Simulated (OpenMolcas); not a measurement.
Single-point calculation of BPH6 (part 2 of 3)

Continued. System: BPH6, SMILES [BH3-][PH3+]. Method: CASSCF/ANO-XS-VDZP, DKH2 (OpenMolcas 26.06). The geometry comes from this level: PBE0-D4/def2-TZVP.

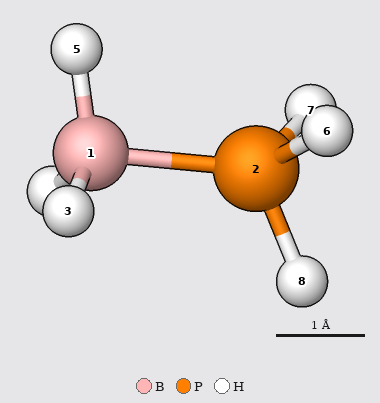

Figure 1. The structure as given in the input (ball-and-stick view, seen at a tilt; atoms are numbered from 1 in the order of the input).

**Output, continued**
```
                    Character Table for C1

                             E
                    a        1  x, y, xy, Rz, z, xz, Ry, yz, Rx, I
--

++    Basis set information:
      ----------------------

      Basis set label: B.ANO-XS...3S2P1D.

      Electronic valence basis set:
      ------------------
      Associated Effective Charge   5.000000 au
      Associated Actual Charge      5.000000 au
      Nuclear Model: Finite nucleus - Gaussian distribution
        Gaussian exponent, Xi/bohr**(-2):  7.11787E+08

      Shell  nPrim  nBasis  Cartesian Spherical Contaminant
         s       8       3        X
         p       4       2        X
         d       1       1                 X

      Basis set label: P.ANO-XS...4S3P1D.

      Electronic valence basis set:
      ------------------
      Associated Effective Charge  15.000000 au
      Associated Actual Charge     15.000000 au
      Nuclear Model: Finite nucleus - Gaussian distribution
        Gaussian exponent, Xi/bohr**(-2):  4.11175E+08

      Shell  nPrim  nBasis  Cartesian Spherical Contaminant
         s      11       4        X
         p       7       3        X
         d       1       1                 X

      Basis set label: H.ANO-XS...2S1P.

      Electronic valence basis set:
      ------------------
      Associated Effective Charge   1.000000 au
      Associated Actual Charge      1.000000 au
      Nuclear Model: Finite nucleus - Gaussian distribution
        Gaussian exponent, Xi/bohr**(-2):  2.12482E+09

      Shell  nPrim  nBasis  Cartesian Spherical Contaminant
         s       4       2        X
         p       1       1        X
--

++    Molecular structure info:
      -------------------------

                    ************************************************
                    **** Cartesian Coordinates / bohr, angstrom ****
                    ************************************************

     Center  Label                x              y              z                     x              y              z
        1      B1              -1.050877       0.429346      -1.727210             -0.556100       0.227200      -0.914000
        2      P2               0.819952      -0.343174       1.261770              0.433900      -0.181600       0.667700
        3      H3              -3.200062       0.648365      -0.982847             -1.693400       0.343100      -0.520100
        4      H4              -0.695041      -1.379878      -3.076474             -0.367800      -0.730200      -1.628000
        5      H5              -0.104880       2.370095      -2.475352             -0.055500       1.254200      -1.309900
        6      H6               0.791417       1.428066       3.248061              0.418800       0.755700       1.718800
        7      H7               3.445160      -0.718663       1.033869              1.823100      -0.380300       0.547100
        8      H8               0.168564      -2.542060       2.612735              0.089200      -1.345200       1.382600

                    ***************************************
                    *    InterNuclear Distances / bohr    *
                    ***************************************

               1 B1            2 P2            3 H3            4 H4            5 H5            6 H6
    1 B1       0.000000
    2 P2       3.609818        0.000000
    3 H3       2.284960        4.709774        0.000000
    4 H4       2.284825        4.710661        3.843459        0.000000
    5 H5       2.284980        4.709907        3.843446        3.843427        0.000000
    6 H6       5.398593        2.661477        5.868596        7.077701        5.869261        0.000000
    7 H7       5.399613        2.661700        7.077774        5.871405        5.870080        4.068592
    8 H8       5.399204        2.661674        5.869809        5.870569        7.077617        4.068597

               7 H7            8 H8
    7 H7       0.000000
    8 H8       4.068621        0.000000

                    *******************************************
                    *    InterNuclear Distances / angstrom    *
                    *******************************************

               1 B1            2 P2            3 H3            4 H4            5 H5            6 H6
    1 B1       0.000000
    2 P2       1.910234        0.000000
    3 H3       1.209149        2.492305        0.000000
    4 H4       1.209077        2.492774        2.033871        0.000000
    5 H5       1.209159        2.492376        2.033864        2.033854        0.000000
    6 H6       2.856813        1.408393        3.105527        3.745358        3.105879        0.000000
    7 H7       2.857352        1.408511        3.745397        3.107013        3.106312        2.153006
    8 H8       2.857136        1.408497        3.106169        3.106571        3.745314        2.153009

               7 H7            8 H8
    7 H7       0.000000
    8 H8       2.153021        0.000000

                    **************************************
                    *    Valence Bond Angles / degree    *
                    **************************************
                          Atom centers                 Phi
                      3 H3       1 B1       4 H4       114.50
                      3 H3       1 B1       5 H5       114.50
                      4 H4       1 B1       5 H5       114.50
                      6 H6       2 P2       7 H7        99.69
                      6 H6       2 P2       8 H8        99.69
                      7 H7       2 P2       8 H8        99.69
--

            Nuclear Potential Energy             59.54451714 au

--- Stop Module: gateway /rc=_RC_ALL_IS_WELL_ ---

--- Start Module: seward ---

                                              &SEWARD

                       available to each process: 1.9 GB of memory, 1 thread

               SEWARD will generate:
                  Multipole Moment integrals up to order  2
                  Kinetic Energy integrals
                  Nuclear Attraction integrals (finite nuclei - Gaussian type)
                  One-Electron Hamiltonian integrals
                  Velocity integrals
                  Relativistic Douglas-Kroll-Hess integrals:
                    - Parametrization         : EXP
                    - DKH order of Hamiltonian: 2
                    - DKH order of Properties : 0
                         - multipole moment operators
                         - electric potential operators
                         - contact operators
                  Orbital angular momentum around (  0.2964  -0.1270   0.4253 )
                  Velocity quadrupole around (  0.2964  -0.1270   0.4253 )
                  RI decomposed two-electron repulsion integrals stored Cholesky style
                   - acCD auxiliary basis
                   - CD Threshold:   1.00E-04

                   Integrals are discarded if absolute value <: 1.00E-14
                   Integral cutoff threshold is set to       <: 1.00E-16

            Nuclear Potential Energy             59.54451714 au

      Basis set specifications :
      Symmetry species         a
      Basis functions           62

--- Stop Module: seward /rc=_RC_ALL_IS_WELL_ ---

>>> COPY step2.RunFile RUNFIL2

--- Start Module: expbas ---

                                              &EXPBAS

                       available to each process: 1.9 GB of memory, 1 thread

 Header on input orbitals file:
* RASSCF average (pseudo-natural) orbitals

 Information from input runfile
           Number of symmetries    1
      Number of basis functions   20

 Information from expanded basis set runfile
           Number of symmetries    1
      Number of basis functions   62
 New orbitals have been built in file EXPORB
--- Stop Module: expbas /rc=_RC_ALL_IS_WELL_ ---

--- Start Module: rasscf ---

                                              &RASSCF

                       available to each process: 1.9 GB of memory, 1 thread

      Header of the ONEINT file:
      --------------------------

      OrdInt status: non-squared

      Cartesian coordinates in angstrom:
      -----------------------------------------------------
      No.  Label        X            Y            Z
      -----------------------------------------------------
       1   B1        -0.55610000   0.22720000  -0.91400000
       2   P2         0.43390000  -0.18160000   0.66770000
       3   H3        -1.69340000   0.34310000  -0.52010000
       4   H4        -0.36780000  -0.73020000  -1.62800000
       5   H5        -0.05550000   1.25420000  -1.30990000
       6   H6         0.41880000   0.75570000   1.71880000
       7   H7         1.82310000  -0.38030000   0.54710000
       8   H8         0.08920000  -1.34520000   1.38260000
      -----------------------------------------------------
      Nuclear repulsion energy =   59.54451714

++    Wave function specifications:
      -----------------------------

      Number of closed shell electrons          22
      Number of electrons in active shells       4
      Max number of holes in RAS1 space          0
      Max nr of electrons in RAS3 space          0
      Number of inactive orbitals               11
      Number of active orbitals                  5
      Number of secondary orbitals              46
      Spin quantum number                      0.0
      State symmetry                             1
--

++    Orbital specifications:
      -----------------------

      Symmetry species                           1
                                                 a
      Frozen orbitals                            0
      Inactive orbitals                         11
      Active orbitals                            5
      RAS1 orbitals                              0
      RAS2 orbitals                              5
      RAS3 orbitals                              0
      Secondary orbitals                        46
      Deleted orbitals                           0
      Number of basis functions                 62
--

++    CI expansion specifications:
      ----------------------------

      Number of CSFs                            50
      Number of spin combinations               55
      Number of determinants                   100
      Number of root(s) required                 1
      Root chosen for geometry opt.              1
      CI root used                               1

      highest root included in the CI            1
      max. size of the explicit Hamiltonian     50
--

++    Optimization specifications:
      ----------------------------

      RASSCF algorithm: LK RI/DF
      Maximum number of macro iterations       200
      Maximum number of SX iterations          100
      Threshold for RASSCF energy            1.000E-08
      Threshold for max MO rotation          1.000E-01
      Threshold for max BLB element          1.000E-04
      Level shift parameter                  5.000E-01
      Make Quasi-Newton update
--

      The MO-coefficients are taken from the file:
      step2.ExpOrb
      Title:Basis set expanded orbital file EXPORB

      Total molecular charge    0.00

      ************************************************************************************************************************
      *                                            Wave function control section                                             *
      ************************************************************************************************************************

                                         RASSCF iterations: Energy and convergence statistics
                                         ----------------------------------------------------

          iter iter root      energy       change     param      element    value   shift minimum  type update hh:mm:ss
 Nr of preliminary CI iterations:   1
        1   1   11    1  -369.46833424    0.00E+00  -1.00E-01*  12  32 1 -1.90E-01*  0.00   0.00    SX    NO    0:00:00
        2   1   64    1  -369.68568399   -2.17E-01* -4.82E-02    7  16 1 -5.62E-02*  0.00   0.00    SX    NO    0:00:00
        3   1   11    1  -369.69954479   -1.39E-02*  2.53E-02    7  16 1 -1.40E-02*  0.00   0.00    SX    NO    0:00:00
        4   1   12    1  -369.70145809   -1.91E-03*  1.40E-02   12  35 1  5.19E-03*  0.00   0.00    SX    NO    0:00:00
        5   1   12    1  -369.70174880   -2.91E-04*  9.22E-03    9  24 1 -2.27E-03*  0.00   1.70    LS   YES    0:00:00
        6   1   12    1  -369.70180868   -5.99E-05*  5.69E-03    8  20 1 -1.91E-03*  0.00   1.08    QN   YES    0:00:00
        7   1   11    1  -369.70183452   -2.58E-05*  4.34E-03    7  16 1  5.46E-04*  0.00   1.07    QN   YES    0:00:00
        8   1   11    1  -369.70184062   -6.10E-06* -2.01E-02    9  24 1  2.35E-04*  0.00   2.50    QN   YES    0:00:00
        9   1   12    1  -369.70186354   -2.29E-05* -1.32E-01*   7  16 1 -1.17E-03*  0.00   2.50    QN   YES    0:00:00
       10   1   16    1  -369.70208565   -2.22E-04*  4.00E-02    7  16 1 -9.06E-03*  0.00   1.83    SX   YES    0:00:00
       11   1   16    1  -369.70293308   -8.47E-04*  2.47E-01*   7  16 1 -3.62E-03*  0.00   2.50    QN   YES    0:00:00
       12   1   20    1  -369.70615106   -3.22E-03* -1.04E-01*   7  16 1  9.87E-03*  0.00   1.15    QN   YES    0:00:00
       13   1   20    1  -369.70683428   -6.83E-04*  6.00E-02    7  16 1  1.31E-02*  0.00   1.01    QN   YES    0:00:00
       14   1   22    1  -369.70780800   -9.74E-04* -1.40E-01*   7  16 1  1.28E-02*  0.00   2.50    QN   YES    0:00:00
       15   1   20    1  -369.70934135   -1.53E-03* -9.67E-02    7  16 1  9.25E-03*  0.00   2.15    LS   YES    0:00:00
       16   1   19    1  -369.70991452   -5.73E-04* -6.20E-02    7  16 1  6.67E-03*  0.00   1.78    QN   YES    0:00:00
       17   1   18    1  -369.71029945   -3.85E-04*  5.75E-02   12  30 1 -2.72E-03*  0.00   1.67    QN   YES    0:00:00
       18   1   18    1  -369.71047733   -1.78E-04* -3.40E-02   12  30 1 -1.66E-03*  0.00   1.50    QN   YES    0:00:00
       19   1   17    1  -369.71054084   -6.35E-05*  1.33E-02    7  16 1 -1.41E-03*  0.00   1.29    QN   YES    0:00:00
       20   1   16    1  -369.71055885   -1.80E-05* -4.76E-03    7  16 1 -1.01E-03*  0.00   1.45    QN   YES    0:00:00
       21   1   15    1  -369.71056615   -7.30E-06* -3.44E-03    7  16 1 -3.48E-04*  0.00   1.42    QN   YES    0:00:00
       22   1   14    1  -369.71056849   -2.34E-06* -2.76E-03    9  17 1  1.09E-04*  0.00   1.39    QN   YES    0:00:00
       23   1   13    1  -369.71056910   -6.17E-07* -1.19E-03    7  16 1  1.53E-04*  0.00   1.37    QN   YES    0:00:00
       24   1   11    1  -369.71056925   -1.53E-07*  3.89E-04    7  16 1  8.69E-05   0.00   1.40    QN   YES    0:00:00
       25   1   11    1  -369.71056929   -3.95E-08* -2.46E-04    7  16 1  2.09E-05   0.00   1.39    QN   YES    0:00:00
       26   1    9    1  -369.71056931   -1.13E-08* -2.75E-04    7  16 1 -8.05E-06   0.00   1.50    QN   YES    0:00:00
       27   1    9    1  -369.71056931   -5.07E-09  -2.27E-04    7  16 1 -1.47E-05   0.00   1.58    QN   YES    0:00:00
      Convergence after 27 iterations
       28   1    9    1  -369.71056931   -2.38E-09  -2.27E-04    7  16 1 -9.35E-06   0.00   1.58    QN   YES    0:00:00

      ************************************************************************************************************************
                                                      Wave function printout:
                       occupation of active orbitals, and spin coupling of open shells (u,d: Spin up or down)
      ************************************************************************************************************************

      Note: transformation to natural orbitals
      has been made, which may change the order of the CSFs.

      printout of CI-coefficients larger than  0.05 for root  1
      energy=    -369.710569
      conf/sym  11111     Coeff  Weight
             1  22000  -0.98904 0.97821
             8  20200   0.06192 0.00383
            13  20002   0.05312 0.00282
            17  udu0d  -0.08949 0.00801
            25  02002   0.05672 0.00322

      Natural orbitals and occupation numbers for root  1
      sym 1:   1.980676   1.975497   0.019004   0.004381   0.020442

      ************************************************************************************************************************
      *                                                    Final results                                                     *
      ************************************************************************************************************************

++    Final optimization conditions:
      ------------------------------

      Average CI energy                            -369.71056931
      RASSCF energy for state  1                   -369.71056931
      Super-CI energy                                -0.00000000
      RASSCF energy change                           -0.00000000
      Max change in MO coefficients               1.699E-04
      Max non-diagonal density matrix element    -2.273E-04
      Maximum BLB matrix element                 -9.350E-06
      (orbital pair   7,  16 in symmetry   1)
      Norm of electronic gradient            1.642E-05
--

      Final state energy(ies):
      ------------------------

::    RASSCF root number  1 Total energy:   -369.71056931
      Von Neumann Entropy (Root   1) =  0.18221

      Mulliken population analysis for root number:  1
      -----------------------------------------------

++    Molecular charges:
      ------------------

      Mulliken charges per centre
      ---------------------------

                B1      P2      H3      H4      H5      H6      H7      H8
      Total    5.6009 14.7556  0.9608  0.9609  0.9608  0.9268  0.9171  0.9171

      N-E     -0.6009  0.2444  0.0392  0.0391  0.0392  0.0732  0.0829  0.0829

      Total electronic charge=   26.000000

      Total            charge=   -0.000000
--

      Expectation values of various properties for root number:  1
      -----------------------------------------------------------

++    Molecular properties:
      ---------------------

      Charge (e):
                      =   -0.0000
      Dipole Moment (debye):
      Origin of the operator (angstrom)=    0.1568   -0.0672    0.2251
                   X=  2.3819E+00               Y= -1.0301E+00               Z=  3.7520E+00           Total=  4.5620E+00
      Quadrupole Moment (debye*angstrom):
      Origin of the operator (angstrom)=    0.1568   -0.0672    0.2251
                  XX= -2.4769E+01              XY=  4.8292E-01              XZ= -1.9375E+00              YY= -2.3792E+01
                  YZ=  7.4141E-01              ZZ= -2.6730E+01
      In traceless form (debye*angstrom)
                  XX=  4.9227E-01              XY=  7.2438E-01              XZ= -2.9062E+00              YY=  1.9574E+00
                  YZ=  1.1121E+00              ZZ= -2.4497E+00
--

      LoProp population analysis for root number:  1
      -----------------------------------------------

++    LoProp analysis:
      ----------------

++    Static properties:
      ------------------

      LoProp Charges per center

                   B1       P2       H3       H4       H5       H6       H7       H8
      Nuclear      5.0000  15.0000   1.0000   1.0000   1.0000   1.0000   1.0000   1.0000
      Electronic  -5.5717 -14.3192  -1.0141  -1.0140  -1.0141  -1.0279  -1.0195  -1.0195

      Total       -0.5717   0.6808  -0.0141  -0.0140  -0.0141  -0.0279  -0.0195  -0.0195
--

      Natural Bond Order analysis for root number:  1

++    Natural Bond Order analysis
      ---------------------------
      Based on LoProp computed density
      -------------------------------------------------------------------------------------
      Atom A       Atom B       Bond Order
      -------------------------------------------------------------------------------------
      NBO located      1.006 non-bonded electrons on atom B1
      NBO located      0.961 non-bonded electrons on atom P2
      NBO located      1.010 non-bonded electrons on atom P2
      NBO located      0.999 non-bonded electrons on atom P2
      NBO located      1.000 non-bonded electrons on atom P2
      NBO located      1.000 non-bonded electrons on atom P2
      NBO located      1.000 non-bonded electrons on atom P2
      The remaining    8.415 electrons are to be considered as diffuse
--

--

      Average orbitals are written to the RASORB file
      Natural orbitals for root   1 are written to the RASORB.1 file
      Spin density orbitals for root   1 are written to the SPDORB.1 file

--- Stop Module: rasscf /rc=_RC_ALL_IS_WELL_ ---
--- Module rasscf spent 2 seconds ---

.##################.
.# Happy landing! #.
.##################.

    Timing: Wall=5.34 User=4.63 System=0.69
```

This output came from the following input.

**Input**
```
* BH6P CASSCF
>>> EXPORT MOLCAS_PRINT=2
&GATEWAY
COORD
coord.xyz
BASIS
ANO-XS-MB
GROUP
NoSym
&SEWARD
RELATIVISTIC
R02E00
&RASSCF
FILEORB
$CurrDir/step1.ScfOrb
SPIN
1
NACTEL
4 0 0
INACTIVE
11
RAS2
5
ORBLISTING
Nothing
>>> COPY $Project.RunFile RUNFIL1
>>> COPY $Project.RasOrb INPORB
&GATEWAY
COORD
coord.xyz
BASIS
ANO-XS-VDZP
GROUP
NoSym
RICD
&SEWARD
RELATIVISTIC
R02E00
>>> COPY $Project.RunFile RUNFIL2
&EXPBAS
&RASSCF
FILEORB
$Project.ExpOrb
SPIN
1
NACTEL
4 0 0
INACTIVE
11
RAS2
5
ORBLISTING
Nothing
ORBAPPEAR
Compact
```
